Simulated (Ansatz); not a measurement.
The starting structures come from a database of crystals and need not be the phases stable at ambient conditions.

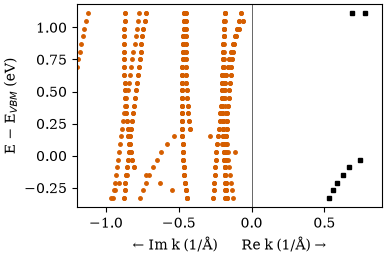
*Complex bands at the centre of the two-dimensional zone; Ansatz (a first-principles code) with r2SCAN*

No gap correction and no spin-orbit coupling; mid-gap values are interpolated between computed energies.

Question: This is TlInTe$_{2}$ (I4/mcm, not sure to be the ambient phase, 8 atoms a cell, 34.6 Å³ an atom) along the normal of (001). Read off the slowest decay at the centre of the two-dimensional zone at 0.45 eV, the computed energy nearest the middle of the gap.

Answer: κ ≈ 0.16 1/Å, a decay length 1/(2κ) of the density of 3.2 Å.
